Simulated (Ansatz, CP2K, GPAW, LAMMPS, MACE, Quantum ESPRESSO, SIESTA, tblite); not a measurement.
**Amorphous 29Ga2O3-71GeO2 (mol %) (86 atoms): forces by two methods**

86 atoms (14 Fe, 17 Ge, 55 O) placed at random at 3.54 g/cm³, melted at 5000 K for 10 ps at fixed volume with the Morse and Coulomb pair potential with partial charges (Pedone, Malavasi, Menziani, Cormack and Segre, J. Phys. Chem. B 110, 11780 (2006)). Quenched from 5000 K to 300 K at 100 K/ps and fixed volume, held 5 ps, then minimised at fixed cell. Then Fe was replaced by Ga and the cell scaled by 1.006 (the potential has no terms for the new elements, so the cell is a start for a DFT relaxation).

Two calculations on one geometry. First: Kohn-Sham DFT, revPBE, PAW, atomic orbitals (dzp); LCAO dzp; h 0.18 Å; levels smeared at 580 K (GPAW 26.7.0; Γ point). Second: Kohn-Sham DFT, PBE, PAW, plane waves (Ansatz 0.2.0; cutoff 420 eV, Γ point, fermi-dirac smearing of 0.05 eV; PAW set soft_2).

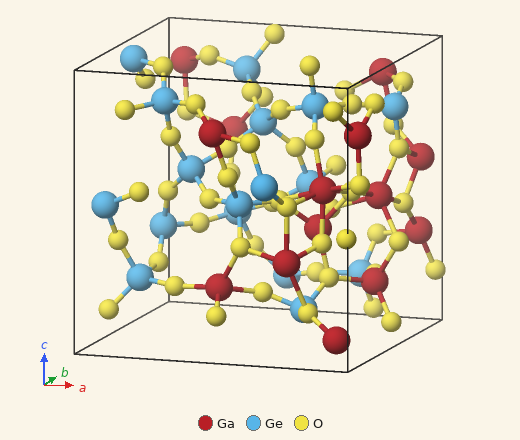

The structure (gallium red, germanium blue, oxygen yellow). Bonds to atoms that aren't drawn are left out. Some periodic images of atoms are drawn too.

Cell vectors (Å):

```
11.142 0.000 0.000
0.000 11.142 0.000
0.000 0.000 11.142
```

Atom, position (Å) and force of the first calculation (eV/Å):

```
1 Ga 9.002 3.279 6.398 -0.754 -0.344 -0.181
2 Ga 8.914 10.572 9.692 -0.565 -1.172 -0.708
3 Ga 9.956 6.596 2.277 0.265 0.120 -1.043
4 Ga 10.732 2.377 8.827 1.127 0.393 -0.074
5 Ga 5.110 2.273 2.528 -0.254 0.167 0.241
6 Ga 0.761 10.753 9.601 0.717 -0.029 -0.476
7 Ga 10.235 1.299 0.956 0.303 0.070 1.265
8 Ga 10.487 10.251 3.635 0.092 1.019 -0.205
9 Ga 5.336 0.852 8.841 -0.319 0.406 -1.116
10 Ga 9.968 7.043 5.569 -0.544 -0.046 0.777
11 Ga 10.715 9.822 6.616 -0.093 -0.068 -0.488
12 Ga 2.737 10.875 6.965 -0.055 -0.594 -0.565
13 Ga 8.103 1.572 3.791 -0.514 0.362 0.369
14 Ga 8.194 5.017 4.542 -0.961 -0.538 0.345
15 Ge 3.805 9.317 9.695 -0.043 -0.763 -0.393
16 Ge 7.725 0.048 7.022 -1.364 -0.007 -0.320
17 Ge 0.662 5.080 10.702 -0.313 -0.178 -0.468
18 Ge 10.476 7.445 9.012 -1.005 -1.181 0.886
19 Ge 5.146 10.156 1.559 -0.287 -0.163 0.875
20 Ge 2.695 2.869 9.582 -0.350 0.186 -0.540
21 Ge 1.568 5.964 4.045 1.372 -0.647 0.341
22 Ge 8.138 4.866 9.362 0.703 1.253 -0.744
23 Ge 8.301 9.777 1.899 -0.655 -0.156 -0.556
24 Ge 5.792 2.674 5.750 0.496 0.526 1.125
25 Ge 3.633 8.746 4.220 1.275 0.269 0.760
26 Ge 0.654 1.736 5.579 0.815 -0.571 -0.552
27 Ge 8.005 3.902 1.551 -0.187 -0.747 -0.692
28 Ge 1.633 3.025 2.555 -0.103 -0.676 0.475
29 Ge 5.411 6.606 8.242 0.298 0.043 -0.591
30 Ge 3.195 4.535 6.630 1.278 -0.340 0.423
31 Ge 6.758 8.195 5.603 -1.134 0.464 0.516
32 O 8.558 5.243 2.588 0.431 2.054 1.179
33 O 11.008 0.228 5.178 -1.627 -2.647 -0.289
34 O 5.738 1.489 7.027 -0.091 -2.073 1.734
35 O 2.172 1.344 6.257 2.835 0.585 0.938
36 O 4.294 3.514 5.720 -1.732 0.208 -1.686
37 O 2.177 4.164 10.653 2.150 0.977 1.978
38 O 7.973 7.123 4.923 1.949 -1.271 -1.345
39 O 8.728 2.302 1.736 0.708 -2.206 0.307
40 O 1.516 1.570 9.392 -2.376 -1.679 -0.372
41 O 2.007 5.235 5.577 -1.357 -0.081 1.086
42 O 1.003 10.386 7.705 0.118 -0.122 0.547
43 O 9.488 5.206 6.026 -0.043 0.311 -0.533
44 O 4.044 10.538 8.400 1.085 1.462 -1.600
45 O 6.430 3.612 2.178 -2.027 0.514 0.744
46 O 8.533 10.588 0.406 0.437 2.103 -2.483
47 O 10.337 8.892 4.953 0.243 -0.232 0.493
48 O 1.791 4.749 2.856 0.797 1.068 -2.042
49 O 8.576 10.893 3.260 -0.092 1.061 1.943
50 O 8.574 3.499 8.329 0.784 -1.951 -0.569
51 O 2.176 9.621 10.084 -2.599 -0.482 1.494
52 O 4.735 9.889 11.035 1.132 0.368 -0.592
53 O 3.993 9.614 2.743 -1.840 0.163 -0.330
54 O 10.250 0.859 10.019 0.162 -0.365 0.649
55 O 6.133 1.864 4.241 -0.007 -1.808 -2.654
56 O 0.640 6.508 9.639 2.876 0.637 -0.460
57 O 2.990 9.711 5.497 -1.053 0.593 0.931
58 O 6.427 7.499 7.155 1.150 0.194 1.147
59 O 2.535 7.405 3.946 -0.028 0.431 -1.050
60 O 4.517 7.832 9.137 -0.458 -0.576 0.870
61 O 4.246 5.758 7.292 -0.464 0.834 -0.420
62 O 11.008 6.401 3.942 -2.172 0.761 -0.028
63 O 5.238 8.242 4.777 -0.080 -0.939 -0.865
64 O 6.975 3.964 5.749 1.807 2.106 0.850
65 O 10.884 3.912 9.809 -2.148 -0.620 -0.569
66 O 4.221 2.075 9.691 2.301 -0.361 1.310
67 O 9.352 8.432 2.194 1.828 -1.979 0.816
68 O 8.189 1.377 6.048 0.754 2.170 -2.079
69 O 0.519 2.550 1.320 -0.773 0.189 -1.875
70 O 7.267 9.823 6.059 -0.250 -0.173 -1.417
71 O 8.997 3.158 4.333 0.905 -0.014 0.247
72 O 6.643 9.338 1.915 -0.635 -2.721 0.609
73 O 10.932 5.742 0.901 -0.783 0.660 1.816
74 O 0.920 2.505 4.078 -0.951 0.764 0.063
75 O 10.520 7.829 7.309 0.441 0.714 -2.976
76 O 5.556 0.657 1.721 1.027 2.195 -0.520
77 O 6.516 5.488 8.994 -0.667 -1.054 1.079
78 O 10.915 10.986 1.980 0.891 -0.487 -0.628
79 O 7.147 0.039 8.729 -0.676 0.068 2.357
80 O 9.125 6.334 9.220 -1.099 0.290 0.232
81 O 10.261 9.069 9.666 0.197 2.385 1.251
82 O 10.802 2.404 6.876 -1.909 1.572 1.529
83 O 3.249 2.442 2.432 1.817 -0.901 -0.416
84 O 2.646 3.703 8.039 -1.466 0.058 -0.398
85 O 9.312 10.668 7.627 1.329 -0.372 1.816
86 O 8.091 4.350 11.033 0.065 0.057 -0.597
```

Q: Give the forces of the second method.

Atom and force (eV/Å):

```
1 -0.684 -0.119 -0.195
2 -0.044 -0.830 -0.086
3 0.374 -0.146 -1.092
4 1.284 1.086 0.414
5 -0.136 -0.291 -0.148
6 1.387 -0.407 -1.010
7 0.741 0.142 1.913
8 -0.118 1.228 -0.139
9 -0.722 0.720 -1.427
10 -0.537 -0.054 0.648
11 -0.043 0.174 -0.175
12 -0.649 -0.412 -1.116
13 -0.201 0.618 0.559
14 -0.332 -0.945 0.726
15 -0.046 -0.393 -0.085
16 -0.686 -0.154 -0.534
17 -0.742 -0.245 -0.746
18 -0.918 -1.208 0.653
19 0.007 0.136 0.808
20 -0.242 0.128 -0.878
21 1.380 -0.718 0.243
22 0.525 1.185 -0.437
23 -0.703 -0.162 -0.651
24 0.305 0.637 0.864
25 1.170 0.369 0.861
26 1.079 -0.798 -0.699
27 -0.571 -0.793 -0.739
28 0.021 -0.642 0.603
29 0.305 0.045 -0.976
30 1.414 -0.273 0.583
31 -1.294 0.323 0.862
32 0.589 1.688 1.064
33 -1.201 -2.145 -0.389
34 -0.132 -1.412 1.540
35 1.927 -0.387 0.900
36 -1.252 0.167 -0.984
37 1.396 0.644 1.308
38 1.445 -0.797 -0.741
39 0.818 -1.524 0.071
40 -1.895 -0.992 -0.314
41 -0.735 -0.074 0.814
42 -0.065 -0.138 0.296
43 -0.429 0.460 -1.150
44 0.713 1.366 -1.240
45 -1.585 -0.080 0.318
46 0.444 1.307 -2.317
47 0.326 0.322 0.615
48 0.392 0.859 -1.109
49 0.077 0.941 1.475
50 0.706 -1.123 -0.624
51 -2.044 -0.037 0.798
52 0.661 0.168 -0.341
53 -1.172 -0.141 -0.236
54 0.190 -0.510 0.296
55 0.000 -1.095 -2.113
56 1.770 0.519 -0.332
57 -0.629 0.647 0.864
58 0.527 0.103 0.724
59 -0.034 0.225 -0.683
60 -0.344 -0.245 0.701
61 -0.256 0.604 -0.129
62 -1.618 0.721 -0.087
63 0.111 -0.594 -0.623
64 1.462 1.492 0.483
65 -1.550 -1.096 -0.818
66 1.854 -0.647 0.536
67 1.325 -1.853 0.540
68 0.539 1.369 -1.327
69 -0.616 -0.135 -1.000
70 -0.207 -0.236 -0.963
71 0.121 -0.399 0.549
72 -0.389 -1.621 0.324
73 -0.708 0.649 1.626
74 -0.663 0.427 0.389
75 0.168 0.518 -2.398
76 0.180 1.903 0.067
77 -0.438 -0.582 0.733
78 0.087 -0.131 0.051
79 -0.750 0.251 1.620
80 -0.754 0.173 0.156
81 0.004 1.797 0.857
82 -1.646 1.267 1.427
83 1.835 -0.465 -0.235
84 -0.908 0.126 -0.473
85 1.047 -0.557 1.248
86 -0.018 0.107 -0.368
```

The two sets differ by 389 meV/Å r.m.s., 44 % of the r.m.s. force of the Ansatz run. The network of bonds at the start is that of the classical potential that made the cell, and needn't be the one that DFT or experiment would give. The electronic-structure runs sample only Γ, in a cell whose shortest periodic width is 11 Å.

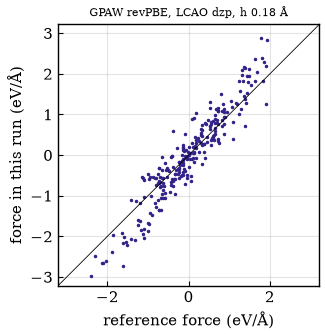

Force components against those of the reference; the line marks equality.

[Logs are printed without paths, hosts, clocks, repeated set-up lines and the standing remarks that a program may print on its own settings, such as how far it seeks lower states.]

[Hosts, paths, dates, database ids (printed as entryN), source tags and the programs' standing remarks are cut or masked in the printed files.]
